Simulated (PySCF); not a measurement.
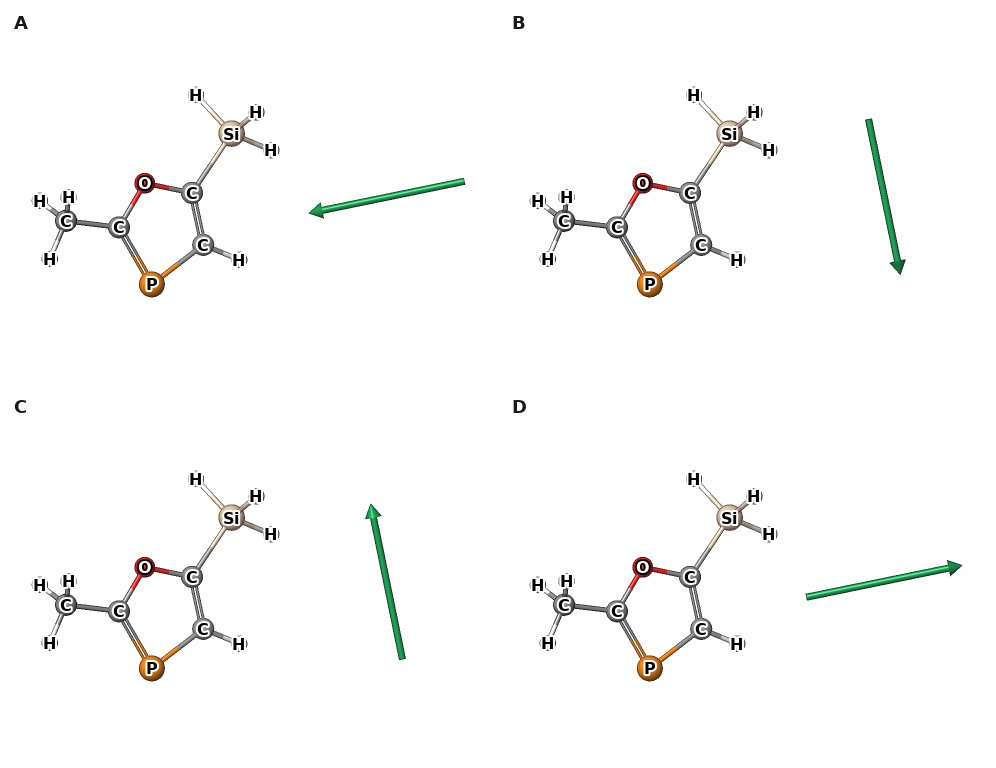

The same molecule four times, each with an arrow. Computed geometry: GFN2-xTB optimisation. No frequency run is at hand to confirm it as a minimum. Method: CAM-B3LYP/def2-SVPD, gas phase (PySCF 2.14.0).

> Which arrow points along the dipole moment, from the negative to the positive end?

C. The dipole moment is 0.85 D.

The geometry is semi-empirical. Around P, Si such bond lengths and angles can be off by a tenth of an ångström or more and by several degrees, and values that hang on the shape move with them.
